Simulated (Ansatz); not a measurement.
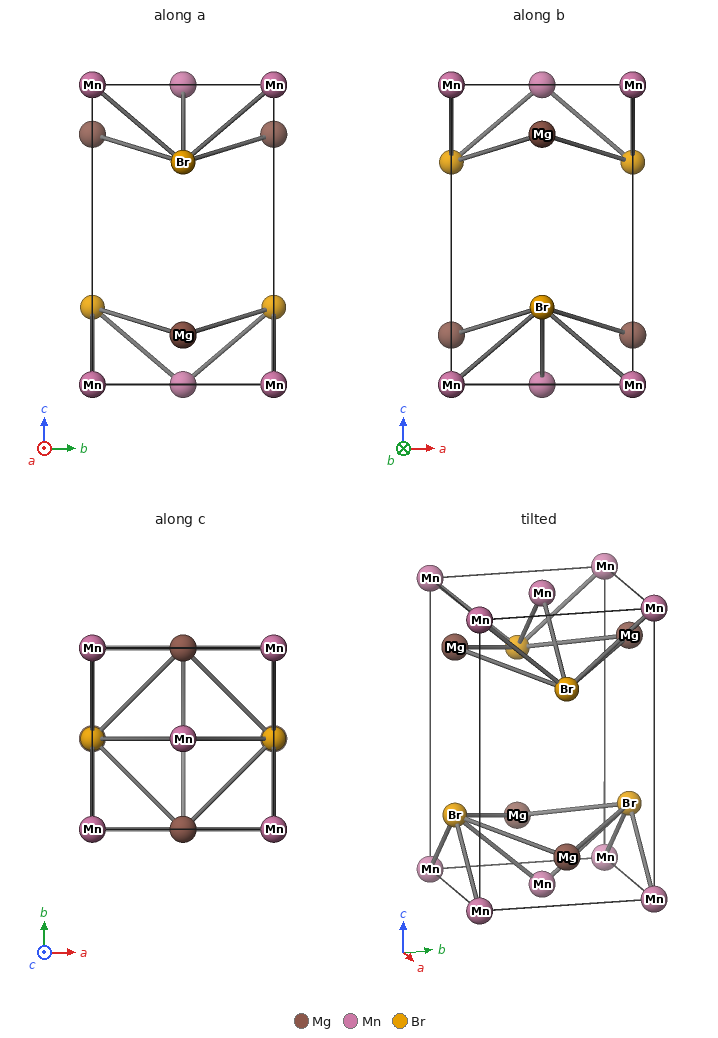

Drawn in the ball-and-stick manner and seen along the a axis, along the b axis, along the c axis and slightly off an axis. The edges of the conventional unit cell are marked.

Lattice parameters: a = 4.3815 Å, b = 4.3815 Å, c = 7.2417 Å, α = 90.000°, β = 90.000°, γ = 90.000°.

From the views, write a CIF in P1 with every atom of the cell, with free fractional coordinates to two decimals.

Answer.
```cif
data_structure
_symmetry_space_group_name_H-M 'P 1'
_symmetry_Int_Tables_number 1
_cell_length_a 4.3815
_cell_length_b 4.3815
_cell_length_c 7.2417
_cell_angle_alpha 90.000
_cell_angle_beta 90.000
_cell_angle_gamma 90.000
_cell_volume 139.02
loop_
_atom_site_label
_atom_site_type_symbol
_atom_site_fract_x
_atom_site_fract_y
_atom_site_fract_z
_atom_site_occupancy
Mg1 Mg 0.00 0.50 0.17 1
Mg2 Mg 0.50 0.00 0.83 1
Mn1 Mn 0.00 0.00 0.00 1
Mn2 Mn 0.50 0.50 0.00 1
Br1 Br 0.00 0.50 0.74 1
Br2 Br 0.50 0.00 0.26 1
```

Note that this is a generated cell, made by putting these elements into a known structure type (the compound may or may not exist in this form), and that it hasn't been relaxed. It went into a calculation with Ansatz.

At this level of theory the cell isn't at rest (forces up to 1.6 eV/Å), so its distances can differ from those at equilibrium, the more so the softer the solid.
